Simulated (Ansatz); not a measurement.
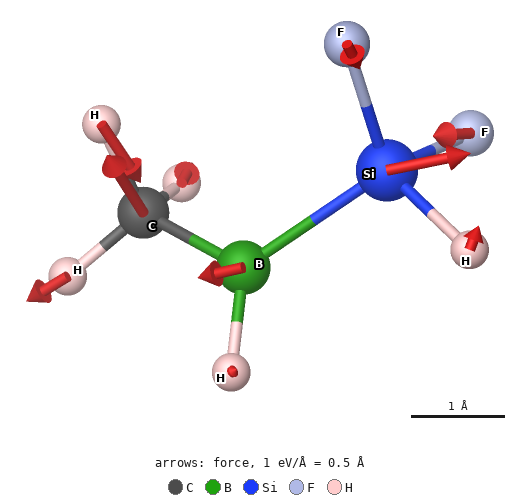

Starting geometry of CH$_{5}$BF$_{2}$Si (coarse preliminary run) with the computed forces as red arrows. The picture is a ball-and-stick view, seen at a tilt.

The start comes from a force field.

These are results of Ansatz 0.2.0, RKS PBE-D4/def2-SVP, not measurements.

The input:
```yaml
crystal:
  periodic: [false, false, false]
  atoms:
    - {symbol: C, position_ang: [-1.313300, -0.641400, 0.413500]}
    - {symbol: B, position_ang: [0.127700, -0.169500, 0.720700]}
    - {symbol: Si, position_ang: [1.205100, 0.621700, -0.679000]}
    - {symbol: F, position_ang: [1.467400, -0.457800, -1.946900]}
    - {symbol: F, position_ang: [0.518400, 2.032300, -1.237700]}
    - {symbol: H, position_ang: [-1.941500, 0.306300, 0.070900]}
    - {symbol: H, position_ang: [-1.337500, -1.357500, -0.399700]}
    - {symbol: H, position_ang: [-1.791100, -1.005800, 1.306200]}
    - {symbol: H, position_ang: [0.578700, -0.307200, 1.847400]}
    - {symbol: H, position_ang: [2.569200, 0.927800, -0.092500]}
basis:
  gaussian: {orbitals: def2-SVP}
hamiltonian: {xc: pbe, dispersion: d4}
relax: {f_tol: 0.03, max_steps: 200}
```

Command:
```bash
ansatz run in.yaml --threads 4 --pin off --events-out ev --progress --plain --max-ram 10444MiB
```

**What follows when this structure is relaxed?**

It isn't relaxed: the largest force vector, on C1, is 2.41 eV/Å. The final displacements have little in common with the starting forces (cosine between the two patterns 0.14). The largest move after the best rigid fit is that of H9, 0.84 Å. Largest moves by element: H 0.84 Å, F 0.50 Å, B 0.23 Å, C 0.16 Å, Si 0.11 Å. Some distances before and after: B2–Si3 1.935 → 2.023 Å, C1–H6 1.187 → 1.125 Å, Si3–F4 1.686 → 1.642 Å, C1–H7 1.084 → 1.107 Å. Bond angles that change, for instance: B2–Si3–H10 107.7° → 118.4°, B2–C1–H6 107.9° → 100.3°, B2–C1–H8 110.6° → 116.0°. Groups turn about B2–Si3 by about 40°, C1–B2 by about 30°. Over 17 accepted moves (18 points after the start) the energy falls by 8.78 kcal/mol. Largest force component: 2.3 eV/Å at the start, 0.017 eV/Å at the end. The line search rejected the trial step at point 4 of the run. The forces were under the threshold at step 5, but the run went on from there.
